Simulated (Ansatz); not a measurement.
We consider B20 (FeSi-type) MnSi, described by PBE (PAW; Ansatz, an electronic-structure program).

Run with plane-wave cutoff 520 eV, 12×12×12 k mesh, Fermi–Dirac smearing 0.05 eV, spin-polarised with parallel moments, scalar-relativistic PAW data made under PBE.

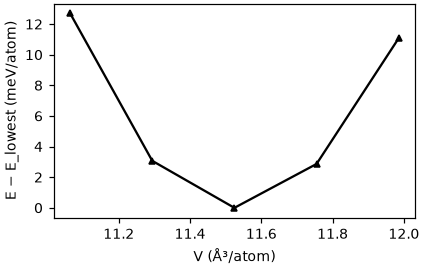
Figure. Total energy against volume

### Question
From the curve, estimate the equilibrium volume and the bulk modulus.

### Answer
V0 ≈ 11.5 Å³/atom and B0 ≈ 210 GPa; the fit gives V0 = 11.525 Å³/atom, B0 = 206 GPa, B′ = 4.1.

Shape and atoms are relaxed at each volume.

Measured, for comparison: bulk modulus 167 GPa (room temperature, no zero-point or thermal correction; as tabulated in Study of the compressibility of FeSi, MnSi, and CoS2 (JETP Letters), abstract); equilibrium volume per atom 11.85 Å³/atom (temperature not stated, no zero-point or thermal correction; as tabulated in Wikipedia's data pages). Computed (rounded) less measured: bulk modulus +23 %, equilibrium volume per atom -2.8 %.

Note: the collinear magnetic order is the start's and need not be the measured one; the bulk modulus comes from volumes at which shape and atoms were relaxed.

The computed numbers hold no vibrational or temperature effects.

Computing time: about 70 core-minutes (a rough figure).
